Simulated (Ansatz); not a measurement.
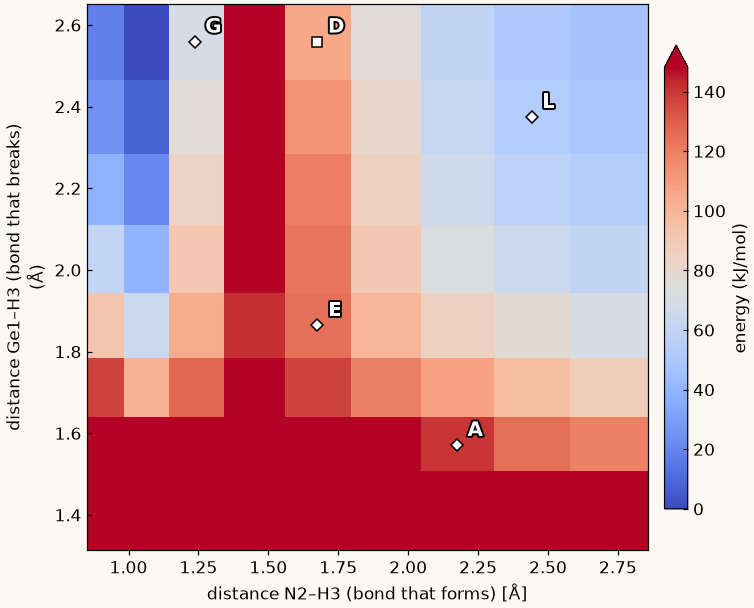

The reacting system GeH5N. First axis: distance N2–H3 (bond that forms). Second axis: distance Ge1–H3 (bond that breaks). Relaxed at each point: all other coordinates. The grid has 9 × 9 points. Points are written as (first, second). All energies are given in kJ/mol relative to the lowest grid point. Energies and slopes of some neighbouring points disagree (a jump in structure or state, or too coarse a mesh). The reference is spin-restricted, so regions where a bond is pulled apart into radicals lie too high. These are results of Ansatz 0.2.0, RKS PBE0-D4/def2-TZVP, not measurements.

Drawn: one coloured cell a grid point, one colour for all values above the top of the scale, lettered points.

**Is E the lowest point of the computed grid?**

No. E lies 125 kJ/mol above the lowest grid point, which is at (1.052 Å, 2.559 Å).

**Rank the lettered points by energy, lowest first.**

L (53 kJ/mol), G (70 kJ/mol), D (106 kJ/mol), E (125 kJ/mol), A (141 kJ/mol).
